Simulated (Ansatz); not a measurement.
**B₂H₂ (singlet): correlated methods under varied settings at distance B1–H3 = 0.927 Å**

Aim: run B₂H₂ (singlet) at one geometry under a spread of methods and options, and see what each costs and gives.

Computed with Ansatz 0.2.0, Gaussian basis. Level: the settings change from run to run.

15 further runs of the same task are left out: 10 that didn't finish, 5 set aside as unsound or not needed.

## 1. What is computed

The geometry derives from a PBE0/def2-TZVP stationary point (not a proven minimum). One bond is set to the value named and the two fragments are kept rigid.

4 atoms, charge 0, spin multiplicity 1.

Atoms are counted from 1 here; the program's logs count them from 0.

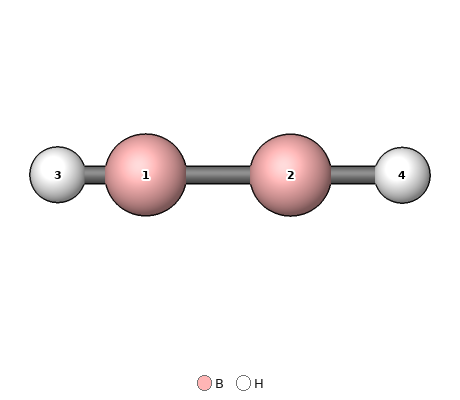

The geometry (boron pink, hydrogen white); atoms are numbered from 1 in the order of the file.

## 2. NEVPT2(4,8)/6-31G

in.yaml

```yaml
crystal:
  periodic: [false, false, false]
  atoms:
    - {symbol: B, position_ang: [0.000000, 0.000000, 0.824703]}
    - {symbol: B, position_ang: [0.000000, 0.000000, -0.700336]}
    - {symbol: H, position_ang: [0.000000, 0.000000, 1.751703]}
    - {symbol: H, position_ang: [0.000000, 0.000000, -1.876070]}
basis:
  gaussian: {orbitals: 6-31G}
correlation: {method: sc_nevpt2, electrons: outside_noble_gas, active_space: {window: {electrons: 4, orbitals: 8}}}
```

The run is started by

```
ansatz run in.yaml --threads 1 --pin off --events-out ev --progress --plain --max-ram 2393MiB
```

The program printed:

```text
Functional definition: HF
  name "HF"
  cite "Fock, Z. Phys. 61, 126 (1930) doi:10.1007/BF01340294"
  parent pbe
  exchange = exact_x
  correlation = 0
316 factors; integrals over basis functions are off by at most 2.2e-4 eV
mean field evaluation 1: about -1368.1936 eV, gradient 1.2e1 eV
mean field evaluation 2: about -1368.1959 eV, gradient 1.2e1 eV
mean field evaluation 4: about -1368.8899 eV, gradient 6.0e-1 eV
mean field evaluation 8: about -1368.8919 eV, gradient 1.7e-5 eV
mean field evaluation 16: about -1368.8919 eV, gradient 2.4e-4 eV
mean field -1368.89192828 eV, -50.3058504961 hartree, gradient 1.8e-6 eV, S^2 0.000000; 2 other end points of the search recorded, 0 dependent functions left out; unrestricted orbitals would lower it
reference -1368.89192828 eV, -50.3058504961 hartree; 6, 6 occupied and 16, 16 virtual orbitals, 316 factors
state -1370.56623458 eV, -50.3673801176 hartree
state -1370.56623458 eV, -50.3673801176 hartree; corrected -1371.74672591 eV, -50.4107623740 hartree
Total energy: -1371.74672591 eV, -50.4107623740 hartree
```

It took 3.2 s on 1 thread of Arm Neoverse V1, shared host.

From the report: 394 determinants; active occupations 1.98, 1.23, 0.70, 0.04, 0.02, 0.02, 0.00, 0.00.

## 3. CCSD(T) on UHF/def2-mTZVP

Changes to in.yaml since step 2:

```diff
@@ -8,3 +8,5 @@
 basis:
-  gaussian: {orbitals: 6-31G}
-correlation: {method: sc_nevpt2, electrons: outside_noble_gas, active_space: {window: {electrons: 4, orbitals: 8}}}
+  gaussian: {orbitals: def2-mTZVP}
+magnetization: {spin_polarized: true, initial_magnetization: 0}
+hamiltonian: {pseudopotentials: {relativity: scalar}}
+correlation: {method: ccsd_t, electrons: valence}
```

The command is unchanged.

The program printed, shortened:

```text
Functional definition: HF
  name "HF"
  cite "Fock, Z. Phys. 61, 126 (1930) doi:10.1007/BF01340294"
  parent pbe
[...]
424 factors; integrals over basis functions are off by at most 9.4e-4 eV
[...]
mean field -1371.01682836 eV, -50.3839391335 hartree, gradient 1.5e-7 eV, S^2 1.002702; 13 other end points of the search recorded, 0 dependent functions left out
determinant -1371.01682836 eV, -50.3839391335 hartree, with singles and doubles -1375.03559360 eV, -50.5316260323 hartree
determinant -1370.12452678 eV, -50.3511476554 hartree, with singles and doubles -1374.47962492 eV, -50.5111945602 hartree
2 core orbitals not correlated: weight in the atoms' cores, before any rotation towards them, 1.000 or more for the frozen orbitals, at most 0.000 for the correlated occupied ones
reference -1371.01682836 eV, -50.3839391335 hartree; 4, 4 occupied and 38, 38 virtual orbitals, 424 factors
second order -3.26525504 eV of doubles, -0.00000000 eV of singles
cycle   1  -4.00407282 eV  change   -1.3e-1 eV  update   1.7e-2
[...]
cycle  10  -4.02442066 eV  change    2.4e-6 eV  update   7.8e-6
perturbative correction -0.17593636 eV, -0.0064655419 hartree
WARN: the results are in doubt because among natural orbitals full CI differs from the method by +0.635 eV
Total energy: -1375.21718538 eV, -50.5382994070 hartree
Relativity: scalar
In doubt: among natural orbitals full CI differs from the method by +0.635 eV
```

It took 1.8 s on 1 thread of Arm Neoverse V1, shared host.

From the report: ⟨S²⟩ of the determinant 1.003 (pure singlet: 0.00); correlation -4.2004 eV; T1 0.012; largest double amplitude 0.18. The determinant is far from a pure spin state, so its energy mixes those of several spin states (harmless only where they are near-degenerate, as at dissociation). Mind the lines of doubt at the end of the log.

## 4. CCSDT(Q)/6-31G

Changes to in.yaml since step 3:

```diff
@@ -8,5 +8,5 @@
 basis:
-  gaussian: {orbitals: def2-mTZVP}
+  gaussian: {orbitals: 6-31G, point_charges: [{charge: 1.00, position_ang: [4.120, 0.975, 0.129]}]}
 magnetization: {spin_polarized: true, initial_magnetization: 0}
-hamiltonian: {pseudopotentials: {relativity: scalar}}
-correlation: {method: ccsd_t, electrons: valence}
+hamiltonian: {xc: {name: r2SCAN}}
+correlation: {method: ccsdt_q, electrons: outside_noble_gas, diis_vectors: 1}
```

Launched as before.

The program printed, shortened:

```text
Functional definition: r2SCAN
  name "r2SCAN"
  cite "Furness, Kaplan, Ning, Perdew & Sun, J. Phys. Chem. Lett. 11, 8208 (2020) doi:10.1021/acs.jpclett.0c02405"
  cite "Furness, Kaplan, Ning, Perdew & Sun, J. Phys. Chem. Lett. 11, 9248 (2020) doi:10.1021/acs.jpclett.0c03077"
  parent r2scan
[...]
477 factors; integrals over basis functions are off by at most 1.2e-7 eV
[...]
mean field -1378.48219727 eV, -50.6582863808 hartree, gradient 2.1e-8 eV, S^2 0.993816; 9 other end points of the search recorded, 0 dependent functions left out
2 core orbitals not correlated: weight in the atoms' cores, before any rotation towards them, 1.000 or more for the frozen orbitals, at most 0.000 for the correlated occupied ones
reference -1369.68625505 eV, -50.3350414664 hartree; 4, 4 occupied and 16, 16 virtual orbitals, 477 factors
second order -2.20440654 eV of doubles, -0.08033814 eV of singles
cycle   1  -2.68757110 eV  change   -4.0e-1 eV  update   5.8e-2
[...]
cycle  37  -3.29758917 eV  change   -3.6e-8 eV  update   4.3e-8
perturbative correction -0.02328280 eV, -0.0008556272 hartree
WARN: the results are in doubt because among natural orbitals full CI differs from the method by +0.650 eV
Total energy: -1373.00712703 eV, -50.4570812605 hartree
In doubt: among natural orbitals full CI differs from the method by +0.650 eV
```

It took 16 s on 1 thread of Arm Neoverse V1, shared host.

From the report: ⟨S²⟩ of the determinant 0.994 (pure singlet: 0.00); correlation -3.3209 eV; T1 0.029; largest double amplitude 0.96. The determinant is far from a pure spin state, so its energy mixes those of several spin states (harmless only where they are near-degenerate, as at dissociation). The orbitals are Kohn-Sham ones, so correlation energy and T1 don't compare with those on Hartree-Fock orbitals. Mind the lines of doubt at the end of the log.

## 5. The runs in one table

Where basis and cores are those of an earlier FCI/6-31G run (-1372.2089 eV), and the state is the same kind, the miss against it is given. † marks a result that the program doubts.

| level | correlated | functions | energy (eV) | from FCI (meV) | time |
| --- | --- | --- | --- | --- | --- |
| NEVPT2(4,8)/6-31G | outside noble gas | 22 | -1371.7467 | 462.1 | 3.2 s |
| CCSD(T) on UHF/def2-mTZVP (relativity set) † | valence | 44 | -1375.2172 |  | 1.8 s |
| CCSDT(Q)/6-31G (beside a point charge, on r2SCAN orbitals) † | outside noble gas | 22 | -1373.0071 |  | 16 s |

## 6. Outcome

| quantity | value |
| --- | --- |
| runs | 3 |
| quickest | CCSD(T) on UHF/def2-mTZVP (relativity set) †, 1.8 s |
| slowest | CCSDT(Q)/6-31G (beside a point charge, on r2SCAN orbitals) †, 16 s |

**Reading.** Total energies in different bases, with other cores or another treatment of relativity can't be set against each other. CCSDT(Q)/6-31G (beside a point charge, on r2SCAN orbitals) † took 9 times as long as CCSD(T) on UHF/def2-mTZVP (relativity set) †; the jobs differ in more than the method.
